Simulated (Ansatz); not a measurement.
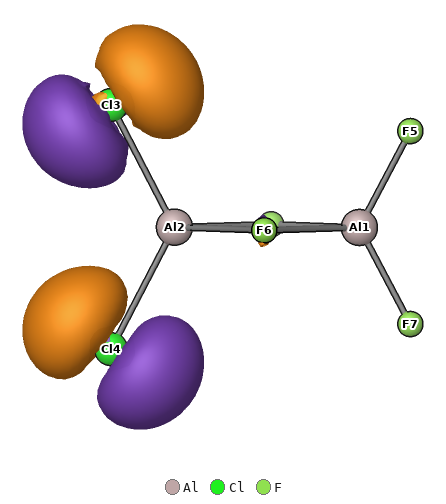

*Al2Cl2F4. The HOMO at ±0.15 Å⁻³ᐟ² (orange and purple are the two phases), seen across its widest extent.*

Geometry: PBE0-D4/def2-SVP.

All numbers below come from Ansatz, isolated molecule in a Gaussian basis; Kohn-Sham density functional theory, functional PBE0.

```
atom    x (Å)    y (Å)    z (Å)
  Al  -0.4245  -1.8141  -1.5280
  Al  -1.5407  -1.4186   0.9956
  Cl  -1.8716   0.5376   1.5973
  Cl  -1.9745  -3.1036   2.1227
   F  -0.0766  -0.4848  -2.4304
   F   0.0938  -1.5807   0.1917
   F  -0.1577  -3.3614  -2.0154
   F  -2.0498  -1.6553  -0.7447
```

Q: Where does this orbital lie, and at what energy?

A: Its weight (Hirshfeld) is mainly on Cl3 (about 45 %) and Cl4 (about 45 %); largely a combination of lone pairs on Cl3 and Cl4. Its energy is −9.86 eV.
